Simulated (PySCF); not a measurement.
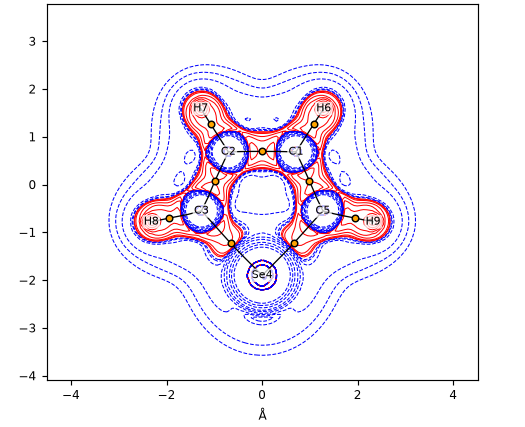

Figure. C$_{4}$H$_{4}$Se, SMILES `c1cc[se]c1`. Negative Laplacian of the density (−∇²ρ) in the molecular plane (solid red lines positive, dashed blue lines negative, contours at ±0.02 to ±8 a.u.), with bond paths and bond critical points (dots).

Computed with PySCF, PBE0/aug-cc-pVDZ, geometry: GFN2-xTB. No frequency check shows the geometry to be a minimum. GFN2-xTB bond lengths at metals and heavier atoms can be off by up to 0.1 Å and shapes distorted, which carries into these values.

> Sort the bonds in the plane by the sign of ∇²ρ at their critical points.

Concentrated (∇²ρ < 0): C2–C3 and C1–C5 (−0.79 a.u.); C1–C2 (−0.69 a.u.); C3–H8 and C5–H9 (−1.08 a.u.); C1–H6 and C2–H7 (−1.07 a.u.); C3–Se4 and Se4–C5 (−0.19 a.u.). At none is it depleted.

> Where along C3–H8 does the critical point lie?

0.69 Å from C3 and 0.38 Å from H8.

The PySCF run took 23 s on 1 thread of Arm Neoverse V2, with other jobs on the host, peak memory 0.63 GiB.
